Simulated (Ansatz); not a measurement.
Consider LiAl$_{2}$B$_{2}$.

The calculation's input:

```
crystal:
  lattice:
    - [3.0028558832, 0.0, 0.0]
    - [-1.5014279416, 2.6005494787, 0.0]
    - [0.0, 0.0, 7.77834294]
  atoms:
    - { symbol: Li, position: [0.0, 0.0, 0.0655088848] }
    - { symbol: Al, position: [0.0, 0.0, 0.4634726644] }
    - { symbol: Al, position: [0.3333333333, 0.6666666667, 0.756184299] }
    - { symbol: B, position: [0.3333333333, 0.6666666667, 0.2702866086] }
    - { symbol: B, position: [0.6666666667, 0.3333333333, 0.2722246833] }
basis:
  ecutwfc: 420
kpoints:
  mp_grid: { grid: [12, 12, 6] }
  band_path:
    path:
      - [[0.0, 0.0, 0.0], [0.5, 0.0, 0.0], [0.33333333, 0.33333333, 0.0], [0.0, 0.0, 0.0], [0.0, 0.0, 0.5], [0.5, 0.0, 0.5], [0.33333333, 0.33333333, 0.5], [0.0, 0.0, 0.5]]
      - [[0.5, 0.0, 0.5], [0.5, 0.0, 0.0]]
      - [[0.33333333, 0.33333333, 0.5], [0.33333333, 0.33333333, 0.0]]
    npoints: 14
hamiltonian:
  xc: pbesol
scf:
  occupations: { method: gaussian, width: 0.1 }
  n_extra_bands: 12
output:
  forces: true
  stress: true
  eigenvalues: true
  populations: true
  dos: { projected: true, de: 0.02, nscf_kmesh: { grid: [15, 15, 8] } }
  bader: true
  write_density: true
  write_potential: true
  elf: true
  volumetric_format: npy
```

Launched as:

```sh
ansatz run input.yaml --threads 1 --pin off --max-ram 2048MiB --backend cpu --events-out ev --progress --plain --runs-dir out
```

Below, planes, directions and counts refer to the conventional cell (a = 3.00 Å, b = 3.00 Å, c = 7.78 Å, α = 90.00°, β = 90.00°, γ = 120.00°).

Space group P3m1; a structure generated by program, which may or may not match a known phase; computed without spin polarisation.

Theory: DFT PBEsol, scalar-relativistic, plane waves, PAW in Ansatz.

Question: What can the converged valence pseudo-density and electron localisation function tell about the bonding?

Answer: B–B (1.73 Å): the density is about 0.88 e/Å³ at the midpoint; the ELF peaks at about 0.90 between the atoms.
Al–B (2.28 Å): ρ at the midpoint is about 0.35 e/Å³; the ELF peaks at about 0.65 in the valence shell of B, 0.9 Å from its nucleus, and is about 0.60 at the midpoint.
Li–B (2.35 Å): ρ is about 0.21 e/Å³ halfway; the ELF peaks at about 0.60 in the valence shell of B, 0.9 Å from its nucleus, and is about 0.45 at the midpoint.
Bader's partition of the density gives Li +0.84, Al −0.29 to +1.34 and B −0.98 to −0.92 e.

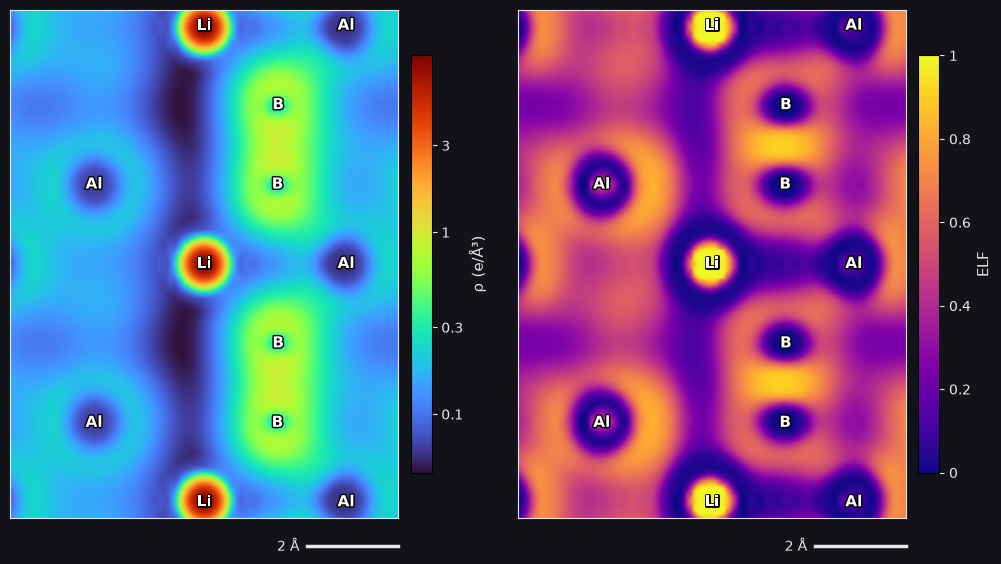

Computed valence pseudo-density and electron localisation function on the (110) plane of the conventional cell, in this order. 

In a PAW calculation such maps are meaningful between the atoms, not at the nuclei.
